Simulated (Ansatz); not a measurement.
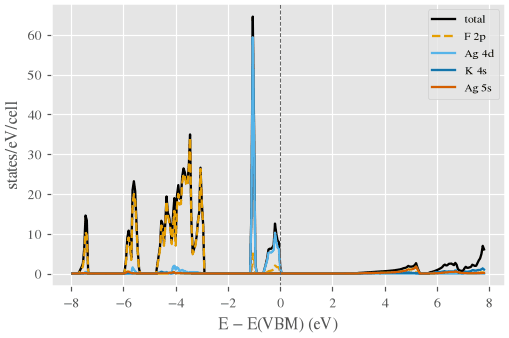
*Total and projected density of states of K2GaAgF6 in space group Fm-3m (No. 225; K on 8c, Ga on 4a, Ag on 4b, F on 24e), r²SCAN (plane waves, PAW; program Ansatz)*

Task: Which orbitals carry the states next to the gap?

Result: Top 1 eV of the valence band: Ag 4d 85 %, F 2p 13 %. Bottom 1 eV of the conduction band: Ag 5s 34 %, K 4s 32 %, F 2s 15 %, Ga 4s 10 %, F 2p 5 %. Projections are on Löwdin-orthogonalised atomic valence shells; empty p or d shells of many metals are not among them.

Task: Where is the tallest occupied peak in this window, and what makes it?

Result: Near -1.0 eV, about 65 states/eV per cell; the largest projected share is Ag 4d.

The first step of the workflow began from a Materials Project structure, measured or hypothetical; the Crystallography Open Database copy checked does not list it. Its standing as an ambient phase is unchecked. The r²SCAN relaxation kept the symmetry of its start; its stability against distortions is not shown here. The run is not spin-polarised. Scalar-relativistic: spin–orbit coupling is off unless named, which matters more the heavier the elements.

Potentials: the later of the program's two PAW sets.
